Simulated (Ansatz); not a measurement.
**The perfect GaP wire along [110], 24 atoms a period, H-terminated**

What gap, if any, does the GaP wire along [110], 24 atoms a period, H-terminated have, and how does it change with the functional and under strain?

Program: Ansatz 0.2.0. Level of theory: DFT PBE, plane waves, PAW; relaxation of a wire's period; PAW set soft_1, in the first sound run; inputs show where later runs differ. Results are calculated unless marked as measured.

## Step 1: The structure

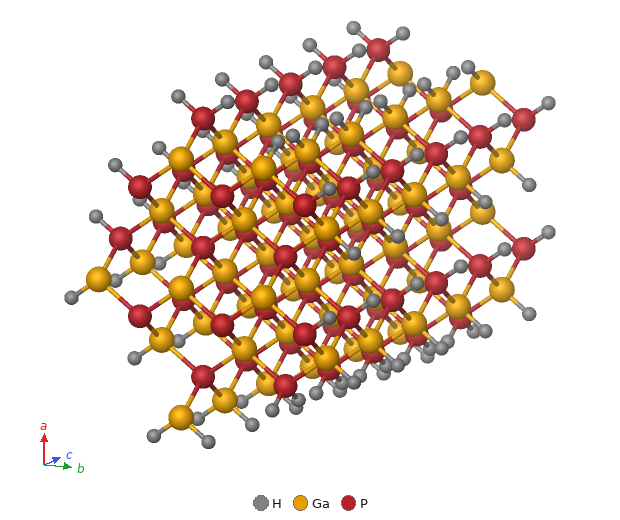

The starting structure, seen at a slant to the c axis (hydrogen grey, gallium orange, phosphorus red). 1×1×5 cells are drawn. Some periodic images of atoms are drawn too.

The cell holds 40 atoms: 16 H, 12 Ga and 12 P. Its edges and angles: a = 20.935 Å, b = 19.121 Å, c = 3.896 Å, α = 90.0°, β = 90.0°, γ = 90.0°. Vacuum lies along a and b. The structure's axis is c.

## Step 2: Relaxation of atoms and period

Band widths follow the bond lengths, so the wire is relaxed first. The atoms and the third cell vector are free; the box across stays fixed as vacuum. A Fermi-Dirac smearing is set since the result may be a metal. The pressure printed is a third of the stress's trace over the whole box, vacuum included; only the stress along the axis is relaxed.

Contents of input.yaml:

```yaml
crystal:
  lattice:
    - [20.935, 0.0, 0.0]
    - [0.0, 19.121, 0.0]
    - [0.0, 0.0, 3.8961583643]
  atoms:
    - { symbol: H, position: [0.162407452, 0.381578284, 0.0] }
    - { symbol: Ga, position: [0.205981057, 0.449046753, 0.0] }
    - { symbol: P, position: [0.403377761, 0.347165095, 0.0] }
    - { symbol: H, position: [0.425603057, 0.177814968, 0.0] }
    - { symbol: Ga, position: [0.469176662, 0.245283437, 0.0] }
    - { symbol: Ga, position: [0.469176662, 0.449046753, 0.0] }
    - { symbol: P, position: [0.666573366, 0.347165095, 0.0] }
    - { symbol: H, position: [0.706010237, 0.28610186, 0.0] }
    - { symbol: Ga, position: [0.732372268, 0.449046753, 0.0] }
    - { symbol: H, position: [0.232343088, 0.652810069, 0.200322728] }
    - { symbol: H, position: [0.775945873, 0.652810069, 0.331111951] }
    - { symbol: P, position: [0.271779958, 0.652810069, 0.5] }
    - { symbol: P, position: [0.271779958, 0.449046753, 0.5] }
    - { symbol: H, position: [0.294005254, 0.279696626, 0.5] }
    - { symbol: H, position: [0.294005254, 0.822160196, 0.5] }
    - { symbol: Ga, position: [0.33757886, 0.347165095, 0.5] }
    - { symbol: Ga, position: [0.33757886, 0.550928411, 0.5] }
    - { symbol: Ga, position: [0.33757886, 0.754691727, 0.5] }
    - { symbol: P, position: [0.534975564, 0.245283437, 0.5] }
    - { symbol: P, position: [0.534975564, 0.652810069, 0.5] }
    - { symbol: P, position: [0.534975564, 0.449046753, 0.5] }
    - { symbol: H, position: [0.55720086, 0.822160196, 0.5] }
    - { symbol: H, position: [0.574412434, 0.184220202, 0.5] }
    - { symbol: Ga, position: [0.600774465, 0.347165095, 0.5] }
    - { symbol: Ga, position: [0.600774465, 0.550928411, 0.5] }
    - { symbol: Ga, position: [0.600774465, 0.754691727, 0.5] }
    - { symbol: P, position: [0.798171169, 0.449046753, 0.5] }
    - { symbol: H, position: [0.83760804, 0.387983518, 0.5] }
    - { symbol: H, position: [0.83760804, 0.510109988, 0.5] }
    - { symbol: H, position: [0.775945873, 0.652810069, 0.668888049] }
    - { symbol: H, position: [0.232343088, 0.652810069, 0.799677272] }
    - { symbol: H, position: [0.162407452, 0.516515222, 0.0] }
    - { symbol: P, position: [0.403377761, 0.550928411, 0.0] }
    - { symbol: P, position: [0.403377761, 0.754691727, 0.0] }
    - { symbol: H, position: [0.442814631, 0.815754962, 0.0] }
    - { symbol: Ga, position: [0.469176662, 0.652810069, 0.0] }
    - { symbol: P, position: [0.666573366, 0.550928411, 0.0] }
    - { symbol: P, position: [0.666573366, 0.754691727, 0.0] }
    - { symbol: H, position: [0.706010237, 0.815754962, 0.0] }
    - { symbol: Ga, position: [0.732372268, 0.652810069, 0.0] }
kpoints:
  mp_grid: { grid: [1, 1, 21] }
scf:
  occupations: { method: fermi_dirac, width: 0.05 }
hamiltonian:
  xc: pbe
  pseudopotentials: { kind: paw, azcp: { folder: soft_1 } }
relax:
  cell: { fix: [a, b, alpha, beta, gamma] }
  max_steps: 45
  f_tol: 0.03
```

Run with:

```console
ansatz run input.yaml --threads 4 --pin off --max-ram 16384MiB --backend cpu --events-out ev --progress --plain --runs-dir out
```

Numbers of over 12 decimals in the logs are rounded to 6 here.

Log:

```text
Engine: ansatz 0.2.0, x86_64-unknown-linux-gnu
Pseudopotentials: kind: paw
Pseudopotential: H, paw, valence charge 1, recommended cutoff 420 eV (normal), soft_1/H.paw.azcp
Pseudopotential: Ga, paw, valence charge 13, recommended cutoff 420 eV (normal), soft_1/Ga.paw.azcp
Pseudopotential: P, paw, valence charge 5, recommended cutoff 420 eV (normal), soft_1/P.paw.azcp
Functional definition: PBE
  parameter kappa = 0.804
  parameter beta = 0.066725
  exchange = pbe_x(kappa = kappa, mu = beta*pi^2/3)
  correlation = pbe_c(beta = beta)
Crystal: 40 atoms, lattice volume = 1559.625 Å³
Basis set: ecut = 420 eV, 30599 PW (Γ), exchange–correlation on 288×256×54 points (8 copies of the dense FFT grid, shifted against one another)
Bands: 156, of which v1, the nominal top of the filled ones, is band 116 counted from 1 (115 counted from 0)
Symmetry: 2 space group operations
Space group: Pm (ITA 6), of the structure as read, at distance tolerance 1.2e-4 Å
k-points: 11 of 21
Non-local potential: H, projectors of the file, l = 0: 2, l = 1: 1
Non-local potential: Ga, projectors of the file, l = 0: 2, l = 1: 2, l = 2: 3, l = 3: 1
Non-local potential: P, projectors of the file, l = 0: 2, l = 1: 2, l = 2: 1
PAW form: soft (Blöchl's): semilocal exchange-correlation on the pseudo side does not see the compensation charge
PAW one-centre angular grid: H, 110 points (default); XC on 64 Gauss nodes
PAW one-centre angular grid: Ga, 590 points (default); XC on 64 Gauss nodes
PAW one-centre angular grid: P, 110 points (default); XC on 64 Gauss nodes
Initial density: superposition of atomic densities (neutral atoms: chi_scale 0, normalization atom)
Initial wavefunctions: pseudopotential atomic-orbital guess
Functional: x = pbe(κ = 0.804, μ = 0.219515), c = pbe(β = 0.066725)
SCF iter   1: F=—  HF=-54730.199593 eV  |F-HF|=—  |Δ(HF+E_count)|=         —  Δρ=3.87e-2  dr2=2.53e1  ethr=3.10e-3  ⟨swp⟩=9.0  Hψ=8720  notcnv=0  defer=135
preconditioner: auto → Resta (q_TF=auto, 1.986 Å⁻¹)  ε∞=2.1  [insulator: Δε(μ)=2.110 eV  Ē_g=13.776 eV  σ=0.050 eV  W_gap=1.00  n_scr=210 (ndim 8)  ℏωp=14.3 eV  f_vac=0.528  D(μ)=0.00/eV (n_scr^D=0)  ε∞_Penn≈2.1  vacuum switching on, ρ_ref=1.4e-2 e/Å³]
SCF iter   2: F=—  HF=-54723.634918 eV  |F-HF|=—  |Δ(HF+E_count)|=    6.56e0  Δρ=1.81e-2  dr2=4.65e0  ethr=3.10e-3  ⟨swp⟩=4.1  Hψ=3795  notcnv=0  defer=363
preconditioner: auto → LDOS  [metal: Δε(μ)=0.099 eV  Ē_g=14.002 eV  σ=0.050 eV  W_gap=0.46  n_scr=210 (ndim 8)  ℏωp=14.3 eV  f_vac=0.542  D(μ)=1.85/eV (n_scr^D=8)  β→1.0]
SCF iter   3: F=—  HF=-54724.654667 eV  |F-HF|=—  |Δ(HF+E_count)|=    1.02e0  Δρ=9.46e-3  dr2=8.45e0  ethr=2.01e-3  ⟨swp⟩=4.0  Hψ=3539  notcnv=0  defer=302
SCF iter   4: F=—  HF=-54722.860490 eV  |F-HF|=—  |Δ(HF+E_count)|=    1.79e0  Δρ=4.16e-3  dr2=1.62e0  ethr=2.01e-3  ⟨swp⟩=4.2  Hψ=4034  notcnv=0  defer=267
SCF iter   5: F=—  HF=-54722.627944 eV  |F-HF|=—  |Δ(HF+E_count)|=   2.33e-1  Δρ=2.03e-3  dr2=1.75e-1  ethr=6.97e-4  ⟨swp⟩=3.3  Hψ=2260  notcnv=0  defer=280
SCF iter   6: F=—  HF=-54722.625293 eV  |F-HF|=—  |Δ(HF+E_count)|=   2.65e-3  Δρ=8.57e-4  dr2=7.61e-2  ethr=7.56e-5  ⟨swp⟩=4.4  Hψ=3164  notcnv=0  defer=280
SCF iter   7: F=—  HF=-54722.615604 eV  |F-HF|=—  |Δ(HF+E_count)|=   9.69e-3  Δρ=3.95e-4  dr2=1.28e-2  ethr=3.28e-5  ⟨swp⟩=2.2  Hψ=1935  notcnv=0  defer=277
SCF iter   8: F=—  HF=-54722.614579 eV  |F-HF|=—  |Δ(HF+E_count)|=   1.02e-3  Δρ=1.83e-4  dr2=9.57e-4  ethr=5.50e-6  ⟨swp⟩=1.8  Hψ=1726  notcnv=0  defer=277
SCF iter   9: F=—  HF=-54722.614812 eV  |F-HF|=—  |Δ(HF+E_count)|=   2.34e-4  Δρ=1.02e-4  dr2=3.64e-4  ethr=4.12e-7  ⟨swp⟩=2.3  Hψ=2098  notcnv=0  defer=277
SCF iter  10: F=—  HF=-54722.614808 eV  |F-HF|=—  |Δ(HF+E_count)|=   3.90e-6  Δρ=4.79e-5  dr2=4.87e-5  ethr=1.57e-7  ⟨swp⟩=2.0  Hψ=1779  notcnv=0  defer=277
SCF iter  11: F=—  HF=-54722.614641 eV  |F-HF|=—  |Δ(HF+E_count)|=   1.67e-4  Δρ=2.20e-5  dr2=8.15e-6  ethr=2.10e-8  ⟨swp⟩=2.0  Hψ=2074  notcnv=0  defer=280
SCF iter  12: F=—  HF=-54722.614646 eV  |F-HF|=—  |Δ(HF+E_count)|=   4.37e-6  Δρ=1.29e-5  dr2=3.07e-6  ethr=3.51e-9  ⟨swp⟩=2.2  Hψ=2024  notcnv=0  defer=280
SCF iter  13: F=—  HF=-54722.614647 eV  |F-HF|=—  |Δ(HF+E_count)|=   1.74e-6  Δρ=6.73e-6  dr2=7.63e-7  ethr=1.33e-9  ⟨swp⟩=2.0  Hψ=1896  notcnv=0  defer=280
SCF iter  14: F=—  HF=-54722.614648 eV  |F-HF|=—  |Δ(HF+E_count)|=   7.69e-7  Δρ=2.89e-6  dr2=1.25e-7  ethr=3.29e-10  ⟨swp⟩=2.2  Hψ=1989  notcnv=0  defer=280
SCF iter  15: F=-54722.614648 eV  HF=-54722.614648 eV  |F-HF|=2.83e-8  |Δ(HF+E_count)|=   1.44e-7  Δρ=1.41e-6  dr2=4.07e-8  ethr=4.31e-11  ⟨swp⟩=5.0  Hψ=5123  notcnv=0
SCF 1 converged in 15 iterations: F = -54722.614648 eV  dr2 = 4.07e-8
  greatest PAW one-centre occupation: 0.994 electrons in one spin orbital (limit 2), on the Ga atom at site 16 (counted from 0), in its partial waves of l = 2
relax step   1: F+E_penalty+E_count = -54722.61464843 eV  Δ(F+E_penalty+E_count) = +0.000e0 eV  max|allowed force component| = 1.357e0 eV/Å  Δτ_max = 0.0000 Å  P = +0.077 GPa  Ω = 1559.625 Å³  fix = [a, b, alpha, beta, gamma]  reactions: a -0.159, b -0.535 GPa; gamma +0.020 GPa/rad  (15 SCF iters, dr2 threshold 1.00e-7 eV, accepted)
Crystal: 40 atoms, lattice volume = 1586.131 Å³
Basis set: ecut = 420 eV, 31055 PW (Γ), exchange–correlation on 288×256×54 points (8 copies of the dense FFT grid, shifted against one another)
Initial density: handed on by an earlier stage of this run
Initial wavefunctions: those handed on with the density
iter 1 solved again at ethr=3.47e-4 eV; its pass at ethr=3.10e-3 eV (dr2=8.05e-1 eV) is discarded
SCF iter   1: F=—  HF=-54723.605904 eV  |F-HF|=—  |Δ(HF+E_count)|=         —  Δρ=9.34e-3  dr2=8.19e-1  ethr=3.47e-4  ⟨swp⟩=6.1  Hψ=9715  notcnv=0
preconditioner: auto → Resta (q_TF=auto, 1.980 Å⁻¹)  ε∞=2.1  [insulator: Δε(μ)=0.160 eV  Ē_g=13.797 eV  σ=0.050 eV  W_gap=0.66  n_scr=210 (ndim 8)  ℏωp=14.2 eV  f_vac=0.569  D(μ)=0.65/eV (n_scr^D=0)  ε∞_Penn≈2.1  vacuum switching on, ρ_ref=1.4e-2 e/Å³]
SCF iter   2: F=—  HF=-54723.472262 eV  |F-HF|=—  |Δ(HF+E_count)|=   1.34e-1  Δρ=4.53e-3  dr2=1.68e-1  ethr=3.47e-4  ⟨swp⟩=6.5  Hψ=3199  notcnv=0  defer=1
preconditioner: auto → LDOS  [metal: Δε(μ)=0.056 eV  Ē_g=13.811 eV  σ=0.050 eV  W_gap=0.27  n_scr=210 (ndim 8)  ℏωp=14.2 eV  f_vac=0.569  D(μ)=1.19/eV (n_scr^D=4)  β→1.0]
SCF iter   3: F=—  HF=-54723.593491 eV  |F-HF|=—  |Δ(HF+E_count)|=   1.21e-1  Δρ=2.29e-3  dr2=7.25e-1  ethr=7.26e-5  ⟨swp⟩=3.6  Hψ=3372  notcnv=0  defer=315  recentre
SCF iter   4: F=—  HF=-54723.463855 eV  |F-HF|=—  |Δ(HF+E_count)|=   1.30e-1  Δρ=5.18e-4  dr2=2.26e-2  ethr=7.26e-5  ⟨swp⟩=4.7  Hψ=2486  notcnv=0  defer=315
[...]
SCF iter   4: F=—  HF=-54723.587170 eV  |F-HF|=—  |Δ(HF+E_count)|=   6.94e-4  Δρ=2.32e-6  dr2=1.32e-7  ethr=7.95e-10  ⟨swp⟩=2.4  Hψ=3319  notcnv=0  defer=8
SCF iter   5: F=—  HF=-54723.587179 eV  |F-HF|=—  |Δ(HF+E_count)|=   9.37e-6  Δρ=8.62e-7  dr2=2.64e-8  ethr=5.68e-11  ⟨swp⟩=2.1  Hψ=2054  notcnv=0  defer=10
SCF iter   6: F=—  HF=-54723.587179 eV  |F-HF|=—  |Δ(HF+E_count)|=   1.52e-7  Δρ=4.48e-7  dr2=4.43e-9  ethr=1.14e-11  ⟨swp⟩=2.0  Hψ=2164  notcnv=0  defer=10
SCF iter   7: F=—  HF=-54723.587180 eV  |F-HF|=—  |Δ(HF+E_count)|=   7.43e-7  Δρ=1.47e-7  dr2=6.28e-10  ethr=1.91e-12  ⟨swp⟩=2.1  Hψ=2758  notcnv=0  defer=10
SCF iter   8: F=-54723.587180 eV  HF=-54723.587180 eV  |F-HF|=4.09e-8  |Δ(HF+E_count)|=   1.14e-7  Δρ=6.19e-8  dr2=9.99e-11  ethr=1.00e-12  ⟨swp⟩=5.0  Hψ=5166  notcnv=0
SCF 9 converged in 8 iterations: F = -54723.587180 eV  dr2 = 9.99e-11
relax step   9: F+E_penalty+E_count = -54723.58718019 eV  Δ(F+E_penalty+E_count) = -5.815e-3 eV  max|allowed force component| = 1.380e-2 eV/Å  Δτ_max = 0.0000 Å  P = -0.009 GPa  Ω = 1595.560 Å³  fix = [a, b, alpha, beta, gamma]  reactions: a -0.030, b -0.001 GPa; gamma +0.003 GPa/rad  stress off target by 4.86e-3 GPa on what of the cell is left free  SCF on the basis re-selected at this cell (its energy is not comparable with the rows above)  (8 SCF iters)
basis re-selected at this cell: Δ(F+E_penalty+E_count) = -5.815e-3 eV, ΔP = +0.002 GPa vs the last step (what re-selecting the basis moved, of the pressure what is left beyond the Pulay correction that the steps carried, after the strain that the cell walked since its last selection, with what the two solves' SCF thresholds leave and, on support functions, any second-order correction that the steps lacked; it is no m [...]
SCF converged after 8 iterations
Free energy (F): -54723.587180 eV
Harris-Foulkes:  -54723.587180 eV  (|F-HF|=4.09e-8)
Internal energy: -54723.586103 eV  (E = F + TS)
E sigma→0 (E₀):  -54723.586642 eV
Entropy (-TS):   -0.001077 eV (-0.027 meV/atom)
Fermi energy:    -0.015922 eV
--- Per-component energies (eV) ---
  E_band       = -2516.685627
  E_kinetic    = 2367.014099
  E_local      = -107356.110572  (includes V_loc(G=0)·N_el)
  E_nonlocal   = -715.754675
  E_hartree    = 54878.544293
  E_xc         = -1768.585172
  E_vxc        = -1575.485581  (∫ρ·V_xc dr)
  E_paw        = -30607.916684  (= ΣΔE_a)
  E_vpaw       = -4993.419267  (= ΣTr[D̂ρ^β])
  E_aug_tail   = -0.017792  (compensation charges beyond the density's cutoff)
  E_ewald      = 28479.240399
  E_smearing   = -0.001077  (= −TS)
  E_closure    = -0.000000  (closes the sum)
  Σ components = -54723.587180   (vs F -54723.587180, Δ=0.00e0)
--- Forces (eV/Å), atoms counted from 1 ---
  atom   1  H      0.00399016     0.00974209     0.00000000
  atom   2  Ga    -0.01380045    -0.00566657     0.00000000
  atom   3  P      0.00001965    -0.00144798     0.00000000
  atom   4  H      0.00036374    -0.00076984     0.00000000
  atom   5  Ga    -0.00055184     0.00029706     0.00000000
  atom   6  Ga     0.00264249     0.00064338     0.00000000
  atom   7  P     -0.00041048     0.00020845     0.00000000
  atom   8  H      0.00007355    -0.00074437     0.00000000
  atom   9  Ga     0.00125800     0.00179860     0.00000000
  atom  10  H     -0.00178319    -0.00005312    -0.00290169
  atom  11  H     -0.00005460    -0.00103304     0.00059584
  atom  12  P      0.00741786     0.00443609     0.00000000
  atom  13  P      0.00697584    -0.00605639     0.00000000
  atom  14  H     -0.00011352    -0.00008993     0.00000000
  atom  15  H      0.00072458    -0.00063031     0.00000000
  atom  16  Ga    -0.00005554    -0.00082914     0.00000000
  atom  17  Ga     0.00578895     0.00143574     0.00000000
  atom  18  Ga     0.00119718     0.00073507     0.00000000
  atom  19  P      0.00241129    -0.00155338     0.00000000
  atom  20  P     -0.00100320     0.00333705     0.00000000
  atom  21  P      0.00079924    -0.00084904     0.00000000
  atom  22  H     -0.00051618     0.00060842     0.00000000
  atom  23  H     -0.00209709    -0.00144081     0.00000000
  atom  24  Ga     0.00026592     0.00211469     0.00000000
  atom  25  Ga    -0.00401616     0.00047502     0.00000000
  atom  26  Ga    -0.00488423    -0.00124977     0.00000000
  atom  27  P     -0.00779869     0.00155919     0.00000000
  atom  28  H      0.00536188    -0.00094140     0.00000000
  atom  29  H      0.00214517     0.00112076     0.00000000
  atom  30  H     -0.00005460    -0.00103304    -0.00059584
  atom  31  H     -0.00178319    -0.00005312     0.00290169
  atom  32  H     -0.00148578     0.00156019     0.00000000
  atom  33  P     -0.00244464    -0.00151231     0.00000000
  atom  34  P     -0.00485862     0.00083014     0.00000000
  atom  35  H      0.00158603    -0.00384763     0.00000000
  atom  36  Ga     0.00467728    -0.00183265     0.00000000
  atom  37  P      0.00235303     0.00034911     0.00000000
  atom  38  P      0.00002697     0.00375337     0.00000000
  atom  39  H      0.00021464    -0.00307126     0.00000000
  atom  40  Ga    -0.00258013    -0.00029656     0.00000000
  max |Σ_I F_I| component: 2.75e-6 eV/Å
--- Stress (GPa, compression-positive) ---
       -0.030012      -0.002961       0.000000
       -0.002961      -0.000876       0.000000
        0.000000       0.000000       0.004859
  P = ⅓ Tr σ = -0.0087 GPa (-0.087 kbar)
--- Relaxed structure (8 steps of the walk, 8 accepted, 1 SCFs on fresh bases) ---
  F+E_penalty+E_count = -54723.58718019 eV   max|allowed force component| = 1.380e-2 eV/Å   (the final SCF, on the basis selected at the relaxed cell)
  cell:  # Å, volume = 1595.5601 Å³
    - [20.935, 0, 0.0]
    - [0, 19.121, 0.0]
    - [0.0, 0.0, 3.985929]
  atoms:
    - { symbol: H, position: [0.154441, 0.397009, 0] }
    - { symbol: Ga, position: [0.205527, 0.456871, 0] }
    - { symbol: P, position: [0.402099, 0.344311, 0] }
    - { symbol: H, position: [0.430212, 0.169873, 0] }
    - { symbol: Ga, position: [0.464983, 0.242155, 0] }
    - { symbol: Ga, position: [0.467919, 0.443863, 0] }
    - { symbol: P, position: [0.662834, 0.352337, 0] }
    - { symbol: H, position: [0.704971, 0.293750, 0] }
    - { symbol: Ga, position: [0.725144, 0.455617, 0] }
    - { symbol: H, position: [0.237158, 0.647381, 0.235233] }
    - { symbol: H, position: [0.780979, 0.647460, 0.321702] }
    - { symbol: P, position: [0.282308, 0.648017, 0.5] }
    - { symbol: P, position: [0.270993, 0.443243, 0.5] }
    - { symbol: H, position: [0.297414, 0.270667, 0.5] }
    - { symbol: H, position: [0.291637, 0.823801, 0.5] }
    - { symbol: Ga, position: [0.335272, 0.341318, 0.5] }
    - { symbol: Ga, position: [0.340527, 0.537297, 0.5] }
    - { symbol: Ga, position: [0.336794, 0.758924, 0.5] }
    - { symbol: P, position: [0.531128, 0.248760, 0.5] }
    - { symbol: P, position: [0.535048, 0.653381, 0.5] }
    - { symbol: P, position: [0.533802, 0.449226, 0.5] }
    - { symbol: H, position: [0.558156, 0.824597, 0.5] }
    - { symbol: H, position: [0.573854, 0.190681, 0.5] }
    - { symbol: Ga, position: [0.596951, 0.347931, 0.5] }
    - { symbol: Ga, position: [0.599542, 0.551172, 0.5] }
    - { symbol: Ga, position: [0.600603, 0.756827, 0.5] }
    - { symbol: P, position: [0.790301, 0.455778, 0.5] }
    - { symbol: H, position: [0.837929, 0.402845, 0.5] }
    - { symbol: H, position: [0.829255, 0.516502, 0.5] }
    - { symbol: H, position: [0.780979, 0.647460, 0.678298] }
    - { symbol: H, position: [0.237158, 0.647381, 0.764767] }
    - { symbol: H, position: [0.184095, 0.536329, 0] }
    - { symbol: P, position: [0.404809, 0.547730, 0] }
    - { symbol: P, position: [0.400315, 0.747257, 0] }
    - { symbol: H, position: [0.439920, 0.807774, 0] }
    - { symbol: Ga, position: [0.471255, 0.648371, 0] }
    - { symbol: P, position: [0.664258, 0.556644, 0] }
    - { symbol: P, position: [0.664318, 0.745945, 0] }
    - { symbol: H, position: [0.700784, 0.808945, 0] }
    - { symbol: Ga, position: [0.740824, 0.652890, 0] }
```

It took 9.4 min on 4 threads of Intel Xeon Platinum 8223CL at 3.00GHz (Skylake/Cascade Lake), shared host; peak memory 5.2 GiB.

[end of part 1 of 4]

[Logs are printed without paths, hosts, clocks, repeated set-up lines and the standing remarks that a program may print on its own settings, such as how far it seeks lower states.]

[Hosts, paths, dates, database ids (printed as entryN), source tags and the programs' standing remarks are cut or masked in the printed files.]
